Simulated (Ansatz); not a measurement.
Hf7SiO16 and related structures: several calculations on one system

## 1. Relaxation

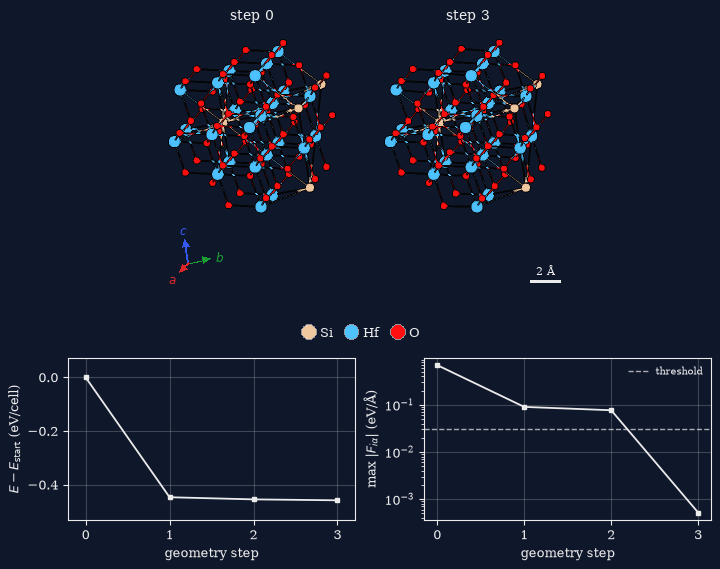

First and last geometry of a relaxation of a defect cell of composition Hf$_{7}$SiO$_{16}$, with the history of the run. The picture is a ball-and-stick view of the atoms within 5.8 Å of the atom that moves most (axes of the cell of the calculation), seen slightly off an axis.

The calculation used DFT, PBE, plane-wave PAW, default files, scalar-relativistic (Ansatz).

Input
```yaml
crystal:
  lattice:
    - [0.0, 5.115, 5.115]
    - [5.115, 0.0, 5.115]
    - [5.115, 5.115, 0.0]
  atoms:
    - { symbol: Si, position: [0.0, 0.0, 0.0] }
    - { symbol: Hf, position: [0.0, 0.0, 0.5] }
    - { symbol: Hf, position: [0.0, 0.5, 0.0] }
    - { symbol: Hf, position: [0.0, 0.5, 0.5] }
    - { symbol: Hf, position: [0.5, 0.0, 0.0] }
    - { symbol: Hf, position: [0.5, 0.0, 0.5] }
    - { symbol: Hf, position: [0.5, 0.5, 0.0] }
    - { symbol: Hf, position: [0.5, 0.5, 0.5] }
    - { symbol: O, position: [0.125, 0.125, 0.125] }
    - { symbol: O, position: [0.125, 0.125, 0.625] }
    - { symbol: O, position: [0.125, 0.625, 0.125] }
    - { symbol: O, position: [0.125, 0.625, 0.625] }
    - { symbol: O, position: [0.625, 0.125, 0.125] }
    - { symbol: O, position: [0.625, 0.125, 0.625] }
    - { symbol: O, position: [0.625, 0.625, 0.125] }
    - { symbol: O, position: [0.625, 0.625, 0.625] }
    - { symbol: O, position: [0.375, 0.375, 0.375] }
    - { symbol: O, position: [0.375, 0.375, 0.875] }
    - { symbol: O, position: [0.375, 0.875, 0.375] }
    - { symbol: O, position: [0.375, 0.875, 0.875] }
    - { symbol: O, position: [0.875, 0.375, 0.375] }
    - { symbol: O, position: [0.875, 0.375, 0.875] }
    - { symbol: O, position: [0.875, 0.875, 0.375] }
    - { symbol: O, position: [0.875, 0.875, 0.875] }
kpoints:
  mp_grid: { grid: [3, 3, 3] }
scf:
  occupations: { method: fermi_dirac, width: 0.01 }
hamiltonian:
  xc: pbe
  pseudopotentials: { kind: paw }
output:
  forces: true
  stress: true
  populations: true
  efg:
    quadrupole_moments_barn: { Hf: 3.365, O: -0.02558 }
    contact_densities: true
  write_density: true
  write_potential: true
  elf: true
  volumetric_format: npy
relax:
  f_tol: 0.03
  max_steps: 40
```

Launched with:
```bash
ansatz run input.yaml --threads 1 --pin off --max-ram 3072MiB --backend cpu --events-out ev --progress --plain --runs-dir out
```

Question: What do the curves and the structures tell?

Answer: It converged. The largest moves, 0.089 Å, are those of 8 atoms (O9, O10, O11, O13 and others). O22 goes along [1 −3 1]. Hf and Si stay in place. The lattice vectors keep their values. Near-neighbour distances that change, for instance: Hf2–O10 2.215 → 2.246 Å, Hf8–O12 2.215 → 2.236 Å, Hf2–O12 2.215 → 2.208 Å. Among the angles between lasting bonds that change: Hf2–O24–Hf3 109.5° → 107.3°. The energy falls by 0.458 eV per cell of the calculation in 3 geometry steps. The largest force component goes from 0.69 to 0.00052 eV/Å.

Limits of the set-up: the periodic images lie only 7.2 Å apart, so the values are limited by the cell's size.

## 2. Relaxation

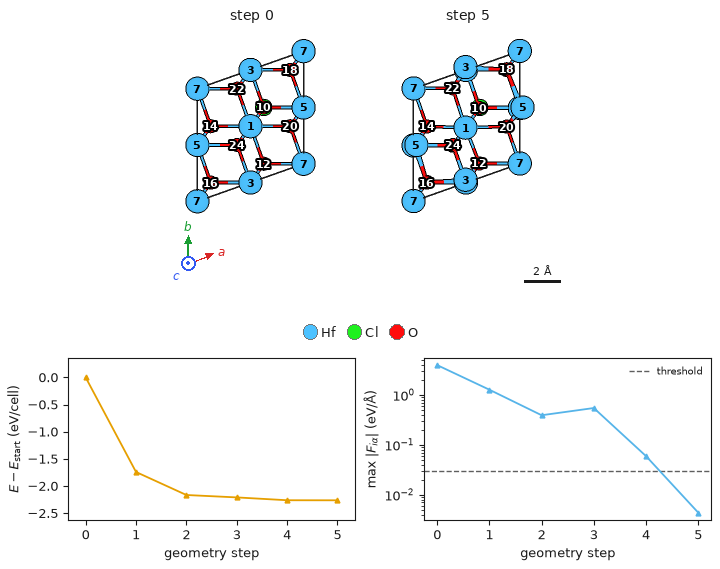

First and last geometry of a relaxation of a defect cell of composition Hf8ClO15, with the history of the run. Style: ball-and-stick. Shown: the cell of the calculation (origin shifted), along the c axis.

Theory: DFT, PBE, plane-wave PAW, default files, scalar-relativistic in Ansatz. Settings: plane-wave cutoff 420 eV; k-point mesh 3 × 3 × 3; occupations fermi dirac; smearing width 0.01 eV; collinear spin; atoms relaxed in a fixed cell; force threshold 0.03 eV/Å; at most 40 steps.

> What do the curves and the structures tell?

It converged. After 5 geometry steps the energy has fallen by 2.262 eV per cell of the calculation. Largest force component: 4 eV/Å at the start, 0.0044 eV/Å at the end. The largest moves, 0.17 Å, are those of Hf atoms. Largest moves by element: Hf 0.17 Å, O 0.05 Å. Cl stays in place. The cell doesn't change. Among the contacts that change: Hf–Hf 3.617 → 3.346 Å, Hf–O 2.215 → 2.049 Å, Cl–Hf 2.215 → 2.381 Å, Hf–O 2.215 → 2.300 Å. Among the angles between lasting bonds that change: Hf–O–Hf 109.5° → 102.7°, Hf–O–Hf 109.5° → 115.4°. The run took 5 min on 1 thread of Arm Neoverse V2, with other jobs on the host, peak memory 1.1 GiB.

Limits of the set-up: the periodic images lie only 7.2 Å apart, so the values are limited by the cell's size.

## 3. Defect

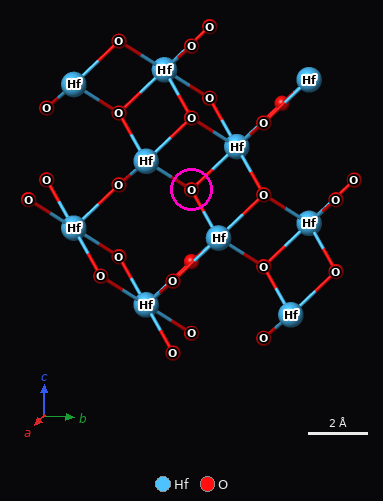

Perfect HfO$_{2}$. A ball-and-stick model of the atoms within 6.0 Å of one point, in a slice 3.4 Å thick across the line of sight, seen slightly off an axis.

The calculation used Ansatz 0.2.0, DFT, PBE, plane-wave PAW, default files, scalar-relativistic. (plane-wave cutoff 420 eV; k-point mesh 3 × 3 × 3; occupations fermi dirac; smearing width 0.01 eV; collinear spin) The axes drawn are those of the host's conventional cell.

An oxygen atom is replaced by chlorine at the ringed place, in charge state 0. The supercell has 24 sites, and the atoms are relaxed at the host's cell.

**Predict the relaxed surroundings of the defect.**

In the host the O atom has 4 Hf at 2.21 Å, 6 O at 2.56 Å; the Cl atom ends with 4 Hf at 2.38 Å, 6 O at 2.60 Å. Of the host's atoms, a hafnium atom moves furthest from its site, by 0.17 Å. The cell's net moment is 0.63 μB. Relaxing the atoms from the host's sites lowers the energy by 2.26 eV.

The relaxed defect, seen from the same direction:

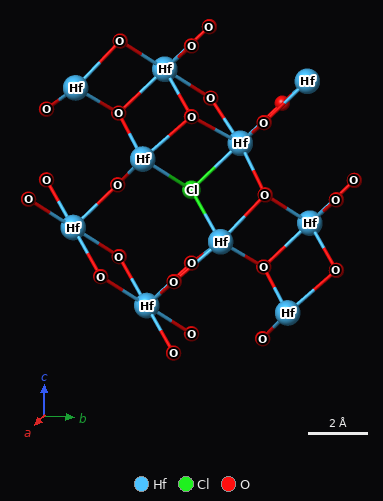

Limits of the set-up: the periodic images lie only 7.2 Å apart, so the values are limited by the cell's size.
